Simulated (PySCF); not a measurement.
**EPR calculation, with input and output: C$_{5}$H$_{11}$Si**

- system: C$_{5}$H$_{11}$Si, multiplicity 2
- method: UKS B3LYP, pcH-1 on C H Si, non-relativistic, mean-field spin-orbit, GIAO (PySCF 2.14.0)

It belongs to a series of runs on one base structure; here: X = H replaced by cPr.

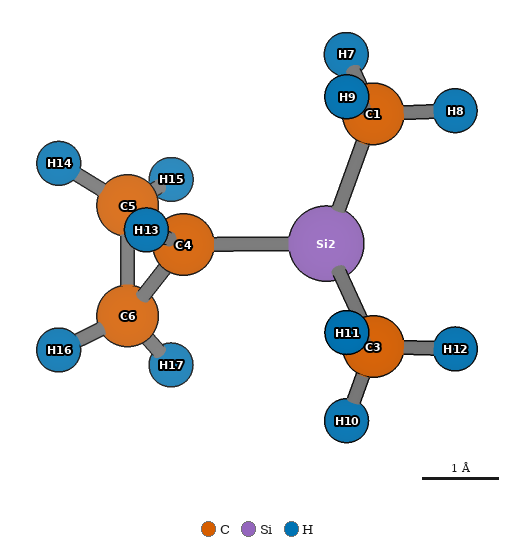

The input geometry (ball-and-stick view, seen at a tilt; atoms are numbered from 1 in the order of the input).

### Input file
```
{"job": {"kind": "epr", "basis": "pcH-1"}, "charge": 0, "multiplicity": 2}
C     -1.538117     1.336831     1.111424
Si    -0.805251    -0.223438     0.293146
C     -1.823043    -0.732854    -1.238412
C      0.992236     0.096823    -0.205690
C      2.106852    -0.052537     0.790758
C      1.973390    -1.034813    -0.324587
H     -0.961500     1.644616     1.978300
H     -2.561331     1.170257     1.433584
H     -1.545350     2.168408     0.408194
H     -1.410201    -1.613914    -1.720089
H     -1.833334     0.070436    -1.973812
H     -2.853391    -0.949284    -0.973489
H      1.134995     0.896916    -0.928577
H      2.923271     0.654208     0.759768
H      1.859369    -0.381739     1.788910
H      2.698364    -1.005918    -1.124957
H      1.636043    -2.031968    -0.084382
```

The first line tells a small driver script what to run in PySCF; the rest is the geometry in Å.

Hardware: 1 CPU thread, shared host.

Run as:
```bash
OMP_NUM_THREADS=1 python <driver script> task.json out
```

### Output
```
UKS, coarse grid
  cycle   1  E = -486.53380130  |g| = 4.27e-01
  cycle   2  E = -486.49032007  |g| = 5.16e-01
  cycle   3  E = -486.62592566  |g| = 2.74e-02
  cycle   4  E = -486.62613221  |g| = 1.79e-02
  cycle   5  E = -486.62628049  |g| = 5.39e-03
  cycle   6  E = -486.62629588  |g| = 7.51e-04
  cycle   7  E = -486.62629652  |g| = 3.37e-04
UKS, final grid
  cycle   1  E = -486.62632001  |g| = 3.69e-04
  cycle   2  E = -486.62631997  |g| = 4.73e-04
  cycle   3  E = -486.62632008  |g| = 3.58e-05
  cycle   4  E = -486.62632008  |g| = 9.34e-06
E = -486.62632008 Eh   <S^2> = 0.7512 (exact 0.7500)
g shifts (ppm)      1          2          3
  rmc          -137       -137       -137
  gc              2         59         59
  oz_so         -68        749       1969
  total        -203        671       1891
hyperfine (MHz)  atom isotope    a_iso     a_fc   dipolar eigenvalues
    0   13C      32.90      32.88     -4.41     -4.22      8.64
    1  29Si    -492.53    -493.46   -163.95     81.84     82.11
    2   13C      32.92      32.90     -4.42     -4.22      8.64
    3   13C      26.99      26.98     -3.75     -3.74      7.48
    4   13C       5.50       5.51     -0.88     -0.32      1.21
    5   13C       5.51       5.52     -0.88     -0.33      1.21
    6    1H       0.92       0.92     -4.39     -2.45      6.84
    7    1H       1.20       1.19     -4.39     -2.49      6.88
    8    1H      55.05      55.05     -4.04      0.00      4.03
    9    1H       0.95       0.94     -4.39     -2.45      6.84
   10    1H      55.06      55.06     -4.04      0.00      4.03
   11    1H       1.18       1.17     -4.39     -2.49      6.88
   12    1H      41.76      41.76     -3.81     -0.19      4.01
   13    1H      -0.84      -0.84     -1.46     -0.86      2.32
   14    1H      -0.74      -0.73     -3.21     -2.12      5.33
   15    1H      -0.84      -0.84     -1.46     -0.86      2.32
   16    1H      -0.73      -0.73     -3.20     -2.12      5.32
```

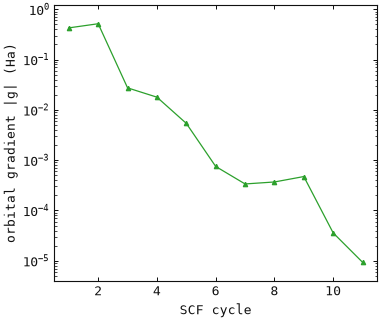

Convergence of the self-consistent field: orbital gradient |g| against the SCF cycle. All cycles printed in the log are drawn one after another.

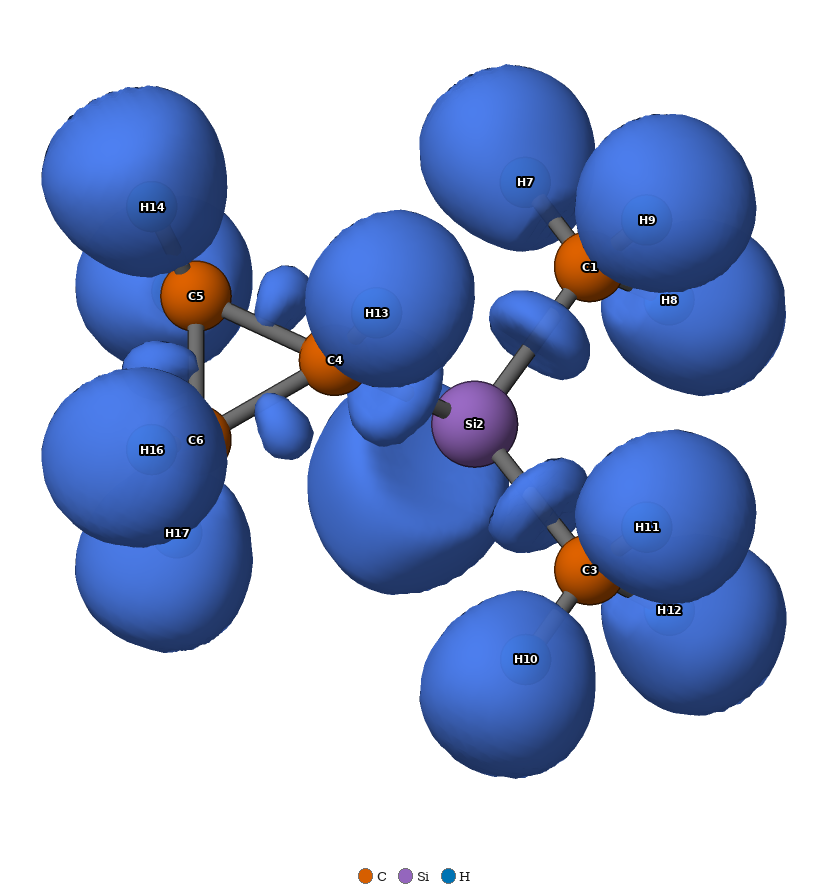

Isosurface of the ELF at 0.85 (blue), seen at a tilt. Only the valence region is drawn (cores and ρ < 0.01 e/Å³ removed). Along the contacts the grid gives the following. C–C (1.49 Å): the ELF peaks at about 0.90 between the atoms, which marks localised, shared-pair bonding. C–Si (1.89 Å): the ELF peaks at about 0.95 between the atoms, which marks a covalent bond.

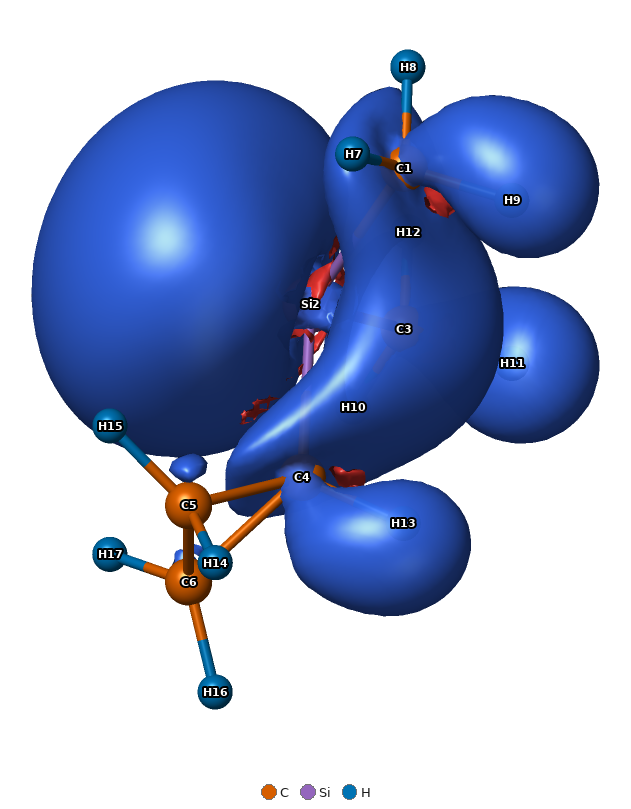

Isosurfaces of the spin density at +0.004 (blue) and −0.004 e/Å³ (red), seen at an oblique angle. The unpaired spin (1 electron) lies mostly on Si2 (about 0.7), in electrons by Hirshfeld's partition.

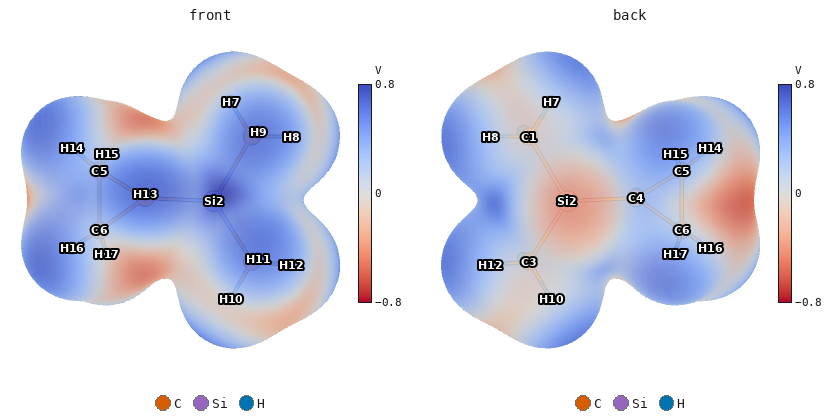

The molecular electrostatic potential painted on the density surface at 0.002 e/bohr³, seen face on and from behind; red is negative and blue positive. A positive charge is drawn to the negative regions and a negative charge to the positive ones.

### Results in brief

- outcome: converged
- total energy: −486.626320 hartree
- ⟨S²⟩: 0.751
- isotropic g: 2.0031
- wall time: 58 s
- peak memory: 0.96 GiB
